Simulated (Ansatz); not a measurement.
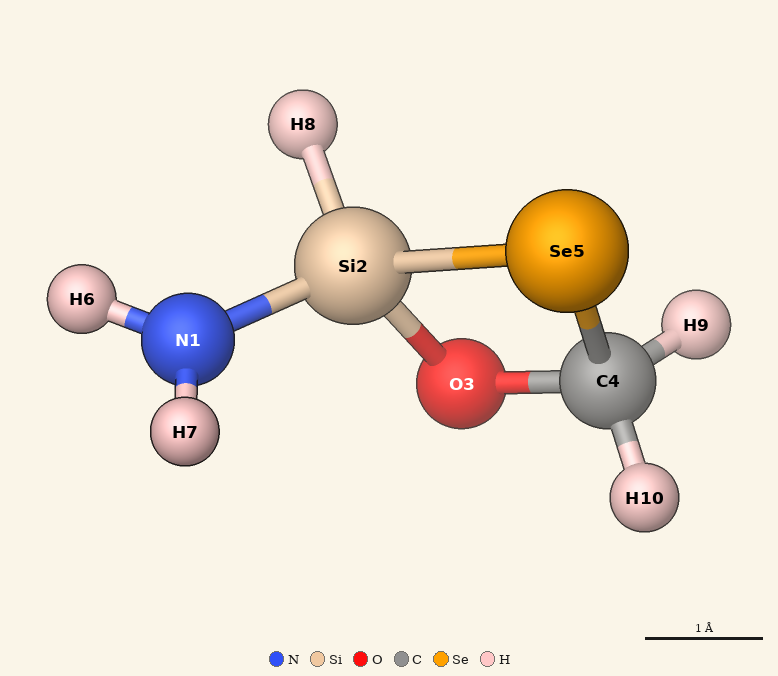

Orthographic view. Atoms fade into the background with distance from the viewer. The geometry was computed by an optimisation with PBE0-D4/def2-TZVP. No frequency run is at hand to confirm it as a minimum.

Write the connection table.

N1: Si2, H6, H7
Si2: N1, O3, Se5, H8
O3: Si2, C4
C4: O3, Se5, H9, H10
Se5: Si2, C4
H6: N1
H7: N1
H8: Si2
H9: C4
H10: C4
